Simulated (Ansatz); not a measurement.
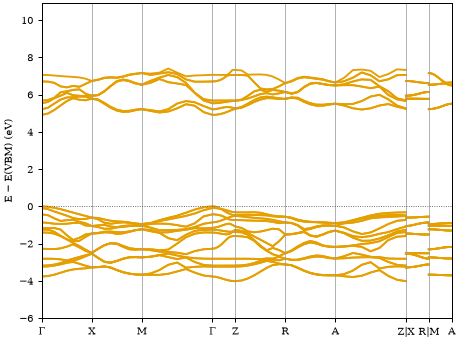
Figure. Band structure from r²SCAN+D4 with spin–orbit coupling (plane waves, PAW; program Ansatz)

Task: Read off the gap and where the band edges lie.

Result: About 4.9 eV (4.91 eV by a search for the band edges); maximum at Γ, minimum at Γ.

The material is YBrO in space group P4/nmm (No. 129; Y on 2c, Br on 2c, O on 2a).

The first step of the workflow began from a Materials Project structure, measured or hypothetical; the Crystallography Open Database copy checked does not list it. Whether it is the stable phase at ambient conditions was not checked. The r²SCAN+D4 relaxation kept the symmetry of its start; its stability against distortions is not shown here. The run is not spin-polarised.

Potentials: the later of the program's two PAW sets.
